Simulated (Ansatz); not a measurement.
# Work function of Ba(110): what the settings cost and change

How far do functional and pseudopotentials move the work function of Ba(110), and at what cost?

Method: plane-wave DFT, PBE, Ansatz PAW, in the first sound run; inputs show where later runs differ, in Ansatz 0.2.0.

## (1) Set-up

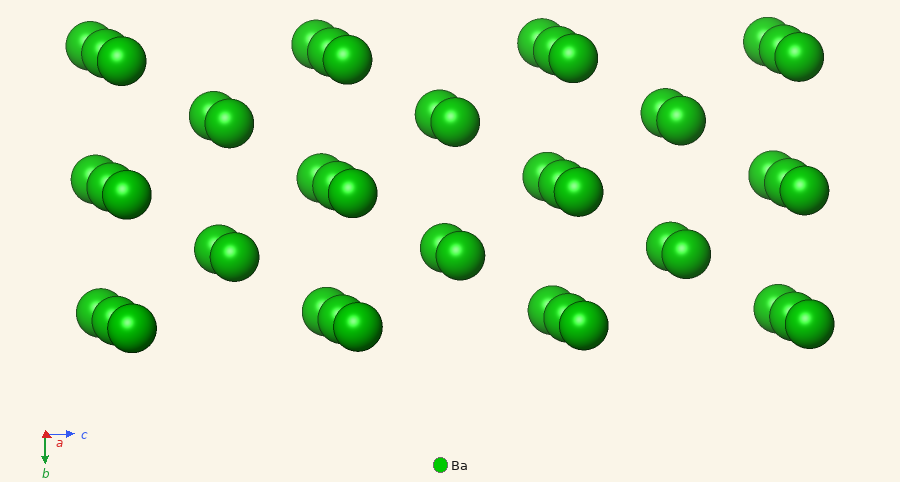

Start, viewed from the side, with the c axis across the page; barium green. 2×2×1 cells are drawn. Some periodic images of atoms are drawn too.

The cell holds 7 atoms: 7 Ba. Its edges and angles: a = 4.347 Å, b = 4.347 Å, c = 39.298 Å, α = 90.0°, β = 90.0°, γ = 70.5°. Vacuum lies along c.

## (2) Slab, setting PBE, Ansatz PAW (420 eV)

A work function rests on the faint tail of the density, so the SCF threshold is tight. PBE on the default files comes first; the next runs keep the geometry and change functional or files, each at the cutoff that its files recommend; a relaxation and, for heavy metals, spin-orbit coupling close the ladder.

The input, input.yaml:

```yaml
crystal:
  lattice:
    - [3.5496760416, -2.51, 0.0]
    - [3.5496760416, 2.51, 0.0]
    - [0.0, 0.0, 39.2980562493]
  atoms:
    - { symbol: Ba, position: [0.0, 0.0, 0.2290189607] }
    - { symbol: Ba, position: [0.5, 0.5, 0.3193459738] }
    - { symbol: Ba, position: [0.0, 0.0, 0.4096729869] }
    - { symbol: Ba, position: [0.5, 0.5, 0.5] }
    - { symbol: Ba, position: [0.0, 0.0, 0.5903270131] }
    - { symbol: Ba, position: [0.5, 0.5, 0.6806540262] }
    - { symbol: Ba, position: [0.0, 0.0, 0.7709810393] }
kpoints:
  mp_grid: { grid: [10, 10, 1] }
hamiltonian:
  xc: pbe
scf:
  occupations: { method: fermi_dirac, width: 0.1 }
  convergence: { dr2_threshold: 1.0e-09 }
efield:
  axis: 3
  dipole_correction: true
  ramp_position: 0.97
  ramp_width: 0.06
output:
  write_potential: true
  write_density: true
  volumetric_format: npy
  elf: true
```

On the command line:

```bash
$ ansatz run input.yaml --threads 2 --pin off --max-ram 3072MiB --backend cpu --events-out ev --progress --plain --runs-dir out
```

Numbers of over 12 decimals in the logs are rounded to 6 here.

What it wrote:

```text
Engine: ansatz 0.2.0, aarch64-unknown-linux-gnu
Pseudopotentials: kind: paw
Pseudopotential: Ba, paw, valence charge 10, recommended cutoff 420 eV (normal), Ba.paw.azcp
Functional definition: PBE
  parameter kappa = 0.804
  parameter beta = 0.066725
  exchange = pbe_x(kappa = kappa, mu = beta*pi^2/3)
  correlation = pbe_c(beta = beta)
Crystal: 7 atoms, lattice volume = 700.267 Å³
Basis set: ecut = 420 eV, 13737 PW (Γ)
Bands: 42, of which v1, the nominal top of the filled ones, is band 35 counted from 1 (34 counted from 0)
Symmetry: 4 space group operations
k-points: 31 of 100
Non-local potential: Ba, projectors of the file, l = 0: 3, l = 1: 2, l = 2: 2, l = 3: 2
PAW form: soft (Blöchl's): semilocal exchange-correlation on the pseudo side does not see the compensation charge
PAW one-centre angular grid: Ba, 194 points (default); XC on 64 Gauss nodes
Initial density: superposition of atomic densities (neutral atoms: chi_scale 0, normalization atom), corrected by the library's trained network
Initial wavefunctions: pseudopotential atomic-orbital guess
Functional: x = pbe(κ = 0.804, μ = 0.219515), c = pbe(β = 0.066725)
SCF iter   1: F=—  HF=-41646.235944 eV  |F-HF|=—  |Δ(HF+E_count)|=         —  Δρ=1.05e-3  dr2=1.90e-1  ethr=1.77e-3  p=0.000 e·Å  D=6.38e-14 V/Å  ΔV_dip=-0.00 eV  dr2_dipole=2.77e-9  V_vac-E_F(+/−)=2.61/2.61 eV  ⟨swp⟩=16.3  Hψ=21254  notcnv=0
efield: sawtooth ramp at fractional position 0.9700 (set: `efield.ramp_position`, or a place that a band, a saddle search or an elastic batch's reference lends), width 0.0600; the density the first Hamiltonian is built on has a dipole p = 0.000 e·Å; the dipole correction subtracts the counter field D = 6.38e-14 V/Å, which shifts the + side's vacuum level by -0.00 eV against the − side's; the planar-averaged density in the ramp window peaks in size at 2.6e-5 e/Å³
automatic band count: the SCF goes on with 49 bands, as 42 were too few: the levels above may hold too much charge
preconditioner: auto → LDOS  [metal: Δε(μ)=0.020 eV  Ē_g=1.572 eV  σ=0.100 eV  W_gap=0.05  n_scr=88 (ndim 8)  ℏωp=5.3 eV  f_vac=0.326  D(μ)=9.61/eV (n_scr^D=38)  β→1.0]
SCF iter   2: F=—  HF=-41646.233659 eV  |F-HF|=—  |Δ(HF+E_count)|=   2.28e-3  Δρ=3.57e-4  dr2=5.89e-3  ethr=2.71e-4  p=0.000 e·Å  D=3.75e-6 V/Å  ΔV_dip=-0.00 eV  dr2_dipole=5.04e-9  V_vac-E_F(+/−)=2.50/2.50 eV  ⟨swp⟩=1.1  Hψ=1784  notcnv=0
SCF iter   3: F=—  HF=-41646.234321 eV  |F-HF|=—  |Δ(HF+E_count)|=   6.62e-4  Δρ=1.46e-4  dr2=6.14e-4  ethr=8.41e-6  p=0.000 e·Å  D=8.62e-7 V/Å  ΔV_dip=-0.00 eV  dr2_dipole=8.31e-11  V_vac-E_F(+/−)=2.47/2.47 eV  ⟨swp⟩=2.8  Hψ=2620  notcnv=0
SCF iter   4: F=—  HF=-41646.234362 eV  |F-HF|=—  |Δ(HF+E_count)|=   4.01e-5  Δρ=6.50e-5  dr2=1.40e-4  ethr=8.77e-7  p=0.000 e·Å  D=4.55e-7 V/Å  ΔV_dip=-0.00 eV  dr2_dipole=2.95e-11  V_vac-E_F(+/−)=2.45/2.45 eV  ⟨swp⟩=2.1  Hψ=2424  notcnv=0
SCF iter   5: F=—  HF=-41646.234361 eV  |F-HF|=—  |Δ(HF+E_count)|=   3.80e-7  Δρ=1.85e-5  dr2=9.36e-6  ethr=2.00e-7  p=0.000 e·Å  D=1.41e-7 V/Å  ΔV_dip=-0.00 eV  dr2_dipole=6.26e-11  V_vac-E_F(+/−)=2.45/2.45 eV  ⟨swp⟩=2.5  Hψ=2707  notcnv=0
SCF iter   6: F=—  HF=-41646.234364 eV  |F-HF|=—  |Δ(HF+E_count)|=   2.56e-6  Δρ=5.62e-6  dr2=7.72e-7  ethr=1.34e-8  p=0.000 e·Å  D=1.98e-8 V/Å  ΔV_dip=-0.00 eV  dr2_dipole=2.57e-12  V_vac-E_F(+/−)=2.44/2.44 eV  ⟨swp⟩=1.9  Hψ=1685  notcnv=0
SCF iter   7: F=—  HF=-41646.234301 eV  |F-HF|=—  |Δ(HF+E_count)|=   6.30e-5  Δρ=1.49e-6  dr2=5.94e-8  ethr=1.10e-9  p=-0.000 e·Å  D=-6.63e-9 V/Å  ΔV_dip=0.00 eV  dr2_dipole=1.04e-12  V_vac-E_F(+/−)=2.44/2.44 eV  ⟨swp⟩=3.1  Hψ=3276  notcnv=0
SCF iter   8: F=—  HF=-41646.234301 eV  |F-HF|=—  |Δ(HF+E_count)|=   5.86e-9  Δρ=5.14e-7  dr2=9.26e-9  ethr=8.48e-11  p=-0.000 e·Å  D=-5.16e-9 V/Å  ΔV_dip=0.00 eV  dr2_dipole=1.02e-14  V_vac-E_F(+/−)=2.44/2.44 eV  ⟨swp⟩=2.1  Hψ=2448  notcnv=0
SCF iter   9: F=—  HF=-41646.234301 eV  |F-HF|=—  |Δ(HF+E_count)|=  1.46e-11  Δρ=1.74e-7  dr2=1.18e-9  ethr=1.32e-11  p=-0.000 e·Å  D=-2.75e-9 V/Å  ΔV_dip=0.00 eV  dr2_dipole=4.71e-13  V_vac-E_F(+/−)=2.44/2.44 eV  ⟨swp⟩=2.7  Hψ=2717  notcnv=0
SCF iter  10: F=-41646.234301 eV  HF=-41646.234301 eV  |F-HF|=1.02e-10  |Δ(HF+E_count)|=  1.89e-10  Δρ=5.15e-8  dr2=1.12e-10  ethr=1.43e-12  p=-0.000 e·Å  D=-8.25e-10 V/Å  ΔV_dip=0.00 eV  dr2_dipole=1.92e-14  V_vac-E_F(+/−)=2.44/2.44 eV  ⟨swp⟩=5.0  Hψ=3908  notcnv=0
SCF 1 converged in 10 iterations: F = -41646.234301 eV  dr2 = 1.12e-10
  greatest PAW one-centre occupation: 0.959 electrons in one spin orbital (limit 2), on the Ba atom at site 6 (counted from 0), in its partial waves of l = 0
WARN: The output density's exchange-correlation potential varies sharply where the density is thin. Do not read a vacuum level from v_tot or v_xc, or from such a field of the output density. On a cell that repeats whose density bears no net charge and no dipole along the vacuum's axis use v_es (v_loc + v_h of the components); under efield.dipole_correction with no amplitude use v_es + v_field, which holds any externa [...]
SCF converged after 10 iterations
Free energy (F): -41646.234301 eV
Harris-Foulkes:  -41646.234301 eV  (|F-HF|=1.02e-10)
Internal energy: -41645.898254 eV  (E = F + TS)
E sigma→0 (E₀):  -41646.066277 eV
Entropy (-TS):   -0.336047 eV (-48.007 meV/atom)
Fermi energy:    2.857116 eV
Dipole field:    D = 0.000000 V/Å  (p = 0.000000 e·Å, saw-weighted, corrected)
Work function:   Φ+ = 2.4396 eV   Φ− = 2.4396 eV
Levels:          The Fermi level and band energies are counted from a zero that moves with the ramp; work functions are not
--- Per-component energies (eV) ---
  E_band       = -809.365671
  E_kinetic    = 1163.630275
  E_local      = -25246.890806  (includes V_loc(G=0)·N_el)
  E_nonlocal   = 399.585561
  E_hartree    = 12029.044291
  E_xc         = -1164.406976
  E_vxc        = -933.449851  (∫ρ·V_xc dr)
  E_paw        = -36580.737943  (= ΣΔE_a)
  E_vpaw       = -250.330460  (= ΣTr[D̂ρ^β])
  E_aug_tail   = -0.000012  (compensation charges beyond the density's cutoff)
  E_efield     = 0.000000  (sawtooth field / dipole correction)
  E_vefield    = 0.000000  (∫n·V_field dr)
  E_ewald      = 7753.877356
  E_smearing   = -0.336047  (= −TS)
  E_closure    = 0.000000  (closes the sum)
  Σ components = -41646.234301   (vs F -41646.234301, Δ=0.00e0)
--- Band table (eV; the first three rows and the last of 31) ---
  k-point 0: bands = [... 31 lower, 1.0163, 1.4124, 1.7346, 1.9122, 3.2863, 3.2880, 3.5494, 3.5950, ... 10 higher]
  k-point 1: bands = [... 31 lower, 1.1409, 1.5381, 1.8675, 2.0513, 3.3070, 3.3125, 3.5464, 3.5850, ... 10 higher]
  k-point 2: bands = [... 31 lower, 1.4620, 1.8509, 2.2002, 2.4152, 3.3010, 3.3157, 3.4599, 3.4841, ... 10 higher]
  k-point 30: bands = [... 31 lower, 2.3550, 2.3928, 2.4245, 2.4898, 2.5561, 2.5612, 2.7211, 3.0343, ... 10 higher]
```

It took 3.3 min on 2 threads of Arm Neoverse N1, shared host; peak memory 1.5 GiB.

Reading the cycles: dr2 is the Hartree energy of the density residual (eV), the measure of convergence; HF is the Harris–Foulkes estimate of the energy, which meets the free energy F at convergence.

This step gave:

```
energy at zero smearing   : -41646.0663 eV
work function, upper face : 2.440 eV
```

Running mean over 3.55 Å of the planar mean; the ramp of the sawtooth is left out. Table of electron's electrostatic potential energy less the Fermi level by z:

```tsv
z (Å)	electron's electrostatic potential energy less the Fermi level (eV)
5.0	2.34
7.5	-1.46
10.0	-2.99
12.5	-2.90
15.0	-2.93
17.5	-2.92
20.0	-2.92
22.5	-2.92
25.0	-2.93
27.5	-2.89
30.0	-3.12
32.5	0.595
35.0	2.41
```

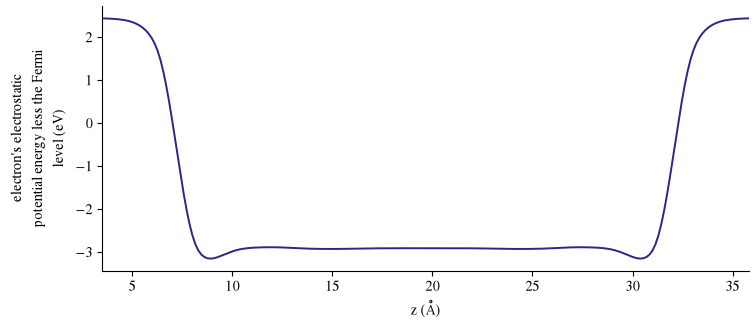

Electron's electrostatic potential energy less the Fermi level, plotted against z.

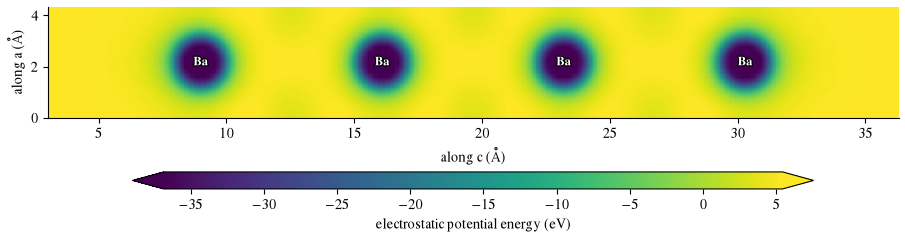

Electrostatic potential energy in the ca plane at fractional y = 0.000, with atoms of Ba within 0.2 Å of it. With pseudopotentials it is smooth inside the atoms' cores, unlike the true potential. The map starts off the cell's origin, so that atoms lie inside it. The far vacuum is left out of the map.

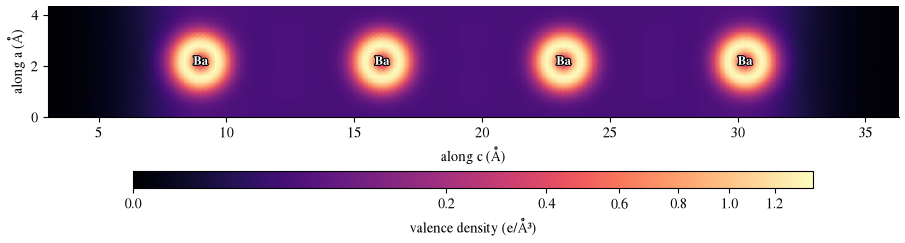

Valence density in the ca plane at fractional y = 0.000, with atoms of Ba within 0.2 Å of it. It is the smooth field of the valence electrons, not physical close to the nuclei. The map starts off the cell's origin, so that atoms lie inside it. The colour scale is stretched toward low values. The far vacuum is left out of the map.

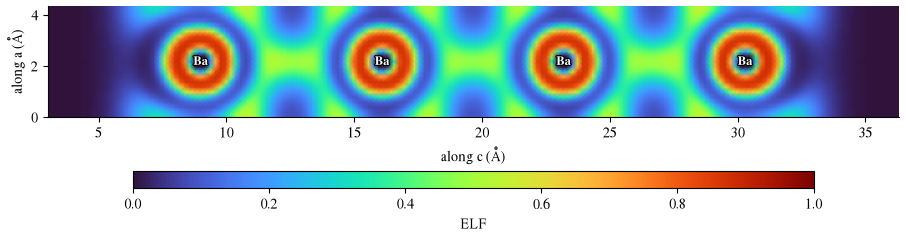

ELF in the ca plane at fractional y = 0.000, with atoms of Ba within 0.2 Å of it. It is the smooth field of the valence electrons, not physical close to the nuclei. The map starts off the cell's origin, so that atoms lie inside it. The far vacuum is left out of the map.

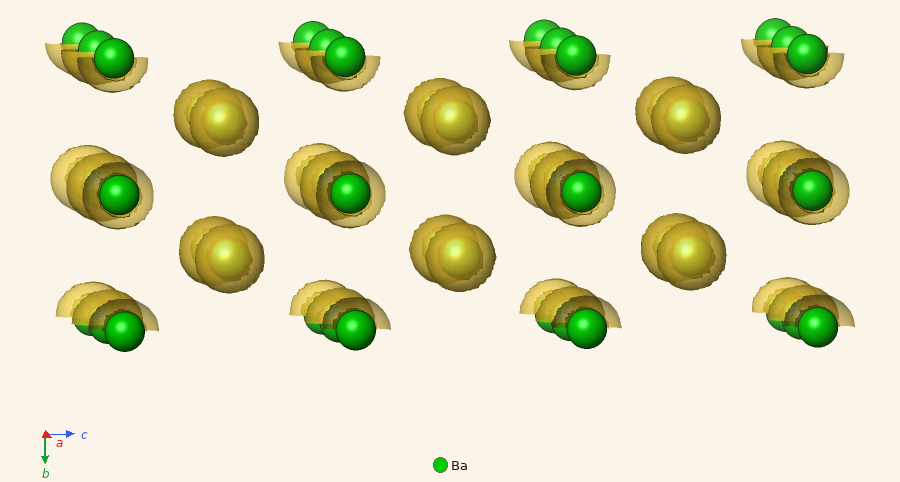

Surface of ELF = 0.8. 2×2×1 cells are drawn.

The work function is 2.440 eV.

## (3) Slab

This step: plane-wave DFT, LDA, Ansatz PAW (Ansatz 0.2.0).

input.yaml, as its differences from that of step 2:

```diff
@@ -16,3 +16,3 @@
 hamiltonian:
-  xc: pbe
+  xc: lda
 scf:
@@ -29,2 +29 @@
   volumetric_format: npy
-  elf: true
```

What it wrote:

```text
[...]
Crystal: 7 atoms, lattice volume = 700.267 Å³
Basis set: ecut = 420 eV, 13737 PW (Γ)
Bands: 42, of which v1, the nominal top of the filled ones, is band 35 counted from 1 (34 counted from 0)
Symmetry: 4 space group operations
k-points: 31 of 100
[...]
k-point 0: bands = [... 31 lower, 0.7926, 1.1885, 1.5075, 1.6810, 3.0866, 3.0873, 3.2912, 3.3357, ... 10 higher]
  k-point 1: bands = [... 31 lower, 0.9182, 1.3158, 1.6424, 1.8220, 3.1068, 3.1111, 3.2933, 3.3320, ... 10 higher]
  k-point 2: bands = [... 31 lower, 1.2405, 1.6303, 1.9779, 2.1882, 3.0939, 3.1135, 3.2356, 3.2685, ... 10 higher]
  k-point 30: bands = [... 31 lower, 2.1619, 2.1851, 2.2289, 2.2972, 2.3593, 2.3611, 2.5307, 2.8480, ... 10 higher]
[key lines of the parts left out:]
SCF converged after 9 iterations
Free energy (F): -40456.083020 eV
Fermi energy:    2.651918 eV
Dipole field:    D = -0.000001 V/Å  (p = -0.000002 e·Å, saw-weighted, corrected)
Work function:   Φ+ = 2.6014 eV   Φ− = 2.6014 eV
```

It took 3 min on 2 threads; peak memory 1.4 GiB; 6 min of CPU time.

The work function is 2.601 eV, +0.162 eV from the run “PBE, Ansatz PAW (420 eV)”, at 0.94 times its CPU time.

## (4) Run

This step: plane-wave DFT, PBEsol, Ansatz PAW (Ansatz 0.2.0).

input.yaml, as its differences from that of step 3:

```diff
@@ -16,3 +16,3 @@
 hamiltonian:
-  xc: lda
+  xc: pbesol
 scf:
```

What it wrote:

```text
[...]
Crystal: 7 atoms, lattice volume = 700.267 Å³
Basis set: ecut = 420 eV, 13737 PW (Γ)
Bands: 42, of which v1, the nominal top of the filled ones, is band 35 counted from 1 (34 counted from 0)
Symmetry: 4 space group operations
k-points: 31 of 100
[...]
k-point 0: bands = [... 31 lower, 0.9170, 1.3132, 1.6360, 1.8151, 3.2165, 3.2184, 3.4508, 3.4955, ... 10 higher]
  k-point 1: bands = [... 31 lower, 1.0420, 1.4395, 1.7696, 1.9550, 3.2354, 3.2411, 3.4492, 3.4875, ... 10 higher]
  k-point 2: bands = [... 31 lower, 1.3641, 1.7535, 2.1035, 2.3199, 3.2225, 3.2380, 3.3745, 3.3982, ... 10 higher]
  k-point 30: bands = [... 31 lower, 2.2809, 2.3102, 2.3483, 2.4151, 2.4791, 2.4822, 2.6464, 2.9596, ... 10 higher]
[key lines of the parts left out:]
SCF converged after 9 iterations
Free energy (F): -41037.546935 eV
Fermi energy:    2.774447 eV
Dipole field:    D = -0.000001 V/Å  (p = -0.000002 e·Å, saw-weighted, corrected)
Work function:   Φ+ = 2.4784 eV   Φ− = 2.4784 eV
```

Run time: 3.1 min. Hardware: 2 threads; peak memory 1.5 GiB.

The work function is 2.478 eV, +0.039 eV from the run “PBE, Ansatz PAW (420 eV)”, at 0.96 times its CPU time.

## (5) Slab

This step: plane-wave DFT, RPBE, Ansatz PAW (Ansatz 0.2.0).

input.yaml, as its differences from that of step 4:

```diff
@@ -16,3 +16,3 @@
 hamiltonian:
-  xc: pbesol
+  xc: rpbe
 scf:
```

What it wrote:

```text
[...]
Crystal: 7 atoms, lattice volume = 700.267 Å³
Basis set: ecut = 420 eV, 13737 PW (Γ)
Bands: 42, of which v1, the nominal top of the filled ones, is band 35 counted from 1 (34 counted from 0)
Symmetry: 4 space group operations
k-points: 31 of 100
[...]
k-point 0: bands = [... 31 lower, 1.1335, 1.5293, 1.8532, 2.0337, 3.3891, 3.3907, 3.6843, 3.7299, ... 10 higher]
  k-point 1: bands = [... 31 lower, 1.2573, 1.6540, 1.9849, 2.1716, 3.4109, 3.4163, 3.6784, 3.7160, ... 10 higher]
  k-point 2: bands = [... 31 lower, 1.5776, 1.9656, 2.3156, 2.5335, 3.4094, 3.4204, 3.5751, 3.5913, ... 10 higher]
  k-point 30: bands = [... 31 lower, 2.4548, 2.5011, 2.5249, 2.5891, 2.6576, 2.6642, 2.8188, 3.1295, ... 10 higher]
[key lines of the parts left out:]
SCF converged after 10 iterations
Free energy (F): -41713.898047 eV
Fermi energy:    2.962941 eV
Dipole field:    D = -0.000001 V/Å  (p = -0.000002 e·Å, saw-weighted, corrected)
Work function:   Φ+ = 2.3396 eV   Φ− = 2.3396 eV
```

Run time: 3.1 min. Hardware: 2 threads; peak memory 1.5 GiB; 6.1 min of CPU time.

The work function is 2.340 eV, -0.100 eV from the run “PBE, Ansatz PAW (420 eV)”, at 0.95 times its CPU time.

## (6) Slab

This step: plane-wave DFT, r2SCAN, Ansatz PAW (Ansatz 0.2.0).

input.yaml, as its differences from that of step 5:

```diff
@@ -16,3 +16,3 @@
 hamiltonian:
-  xc: rpbe
+  xc: r2scan
 scf:
```

What it wrote:

```text
[...]
Crystal: 7 atoms, lattice volume = 700.267 Å³
Basis set: ecut = 500 eV, 17655 PW (Γ), exchange–correlation on 128×128×1152 points (64 copies of the dense FFT grid, shifted against one another)
Bands: 42, of which v1, the nominal top of the filled ones, is band 35 counted from 1 (34 counted from 0)
Symmetry: 4 space group operations
k-points: 31 of 100
[...]
k-point 0: bands = [... 31 lower, 0.9967, 1.4216, 1.7755, 1.9786, 3.3440, 3.3475, 3.7970, 3.8467, ... 10 higher]
  k-point 1: bands = [... 31 lower, 1.1272, 1.5520, 1.9123, 2.1220, 3.3687, 3.3748, 3.7772, 3.8084, ... 10 higher]
  k-point 2: bands = [... 31 lower, 1.4675, 1.8813, 2.2591, 2.5023, 3.3840, 3.3842, 3.5815, 3.5953, ... 10 higher]
  k-point 30: bands = [... 31 lower, 2.3347, 2.4145, 2.4178, 2.4796, 2.5655, 2.5761, 2.7256, 3.0558, ... 10 higher]
[key lines of the parts left out:]
SCF converged after 10 iterations
Free energy (F): -41750.593473 eV
Fermi energy:    2.910869 eV
Dipole field:    D = 0.000000 V/Å  (p = 0.000000 e·Å, saw-weighted, corrected)
Work function:   Φ+ = 2.4297 eV   Φ− = 2.4297 eV
```

It took 6.3 min on 2 threads; peak memory 2.6 GiB; 12 min of CPU time.

The work function is 2.430 eV, -0.010 eV from the run “PBE, Ansatz PAW (420 eV)”, at 1.9 times its CPU time.

## (7) Slab

This step: plane-wave DFT, PBE, JTH PAW (Ansatz 0.2.0).

input.yaml, as its differences from that of step 6:

```diff
@@ -16,3 +16,4 @@
 hamiltonian:
-  xc: r2scan
+  xc: pbe
+  pseudopotentials: { kind: paw, source: jth }
 scf:
```

What it wrote:

```text
[...]
k-point 0: bands = [... 31 lower, 1.0509, 1.4472, 1.7699, 1.9484, 3.3261, 3.3281, 3.5879, 3.6354, ... 10 higher]
  k-point 1: bands = [... 31 lower, 1.1754, 1.5730, 1.9032, 2.0880, 3.3480, 3.3536, 3.5873, 3.6280, ... 10 higher]
  k-point 2: bands = [... 31 lower, 1.4963, 1.8863, 2.2370, 2.4536, 3.3453, 3.3579, 3.5082, 3.5270, ... 10 higher]
  k-point 30: bands = [... 31 lower, 2.3929, 2.4327, 2.4650, 2.5281, 2.5983, 2.6032, 2.7603, 3.0747, ... 10 higher]
[key lines of the parts left out:]
SCF converged after 12 iterations
Free energy (F): -41540.582262 eV
Fermi energy:    2.899483 eV
Dipole field:    D = 0.000001 V/Å  (p = 0.000005 e·Å, saw-weighted, corrected)
Work function:   Φ+ = 2.4433 eV   Φ− = 2.4433 eV
```

It took 6.1 min on 2 threads; peak memory 2.6 GiB; 12 min of CPU time.

The work function is 2.443 eV, +0.004 eV from the run “PBE, Ansatz PAW (420 eV)”, at 1.9 times its CPU time.

(Part 1 of 2 ends here.)

[Logs are printed without paths, hosts, clocks, repeated set-up lines and the standing remarks that a program may print on its own settings, such as how far it seeks lower states.]

[Hosts, paths, dates, database ids (printed as entryN), source tags and the programs' standing remarks are cut or masked in the printed files.]

[Maps of the electrostatic potential energy from Ansatz leave out the sawtooth potential of an applied field or a dipole correction, so their vacuum need not be flat; planar profiles and work functions include it.]
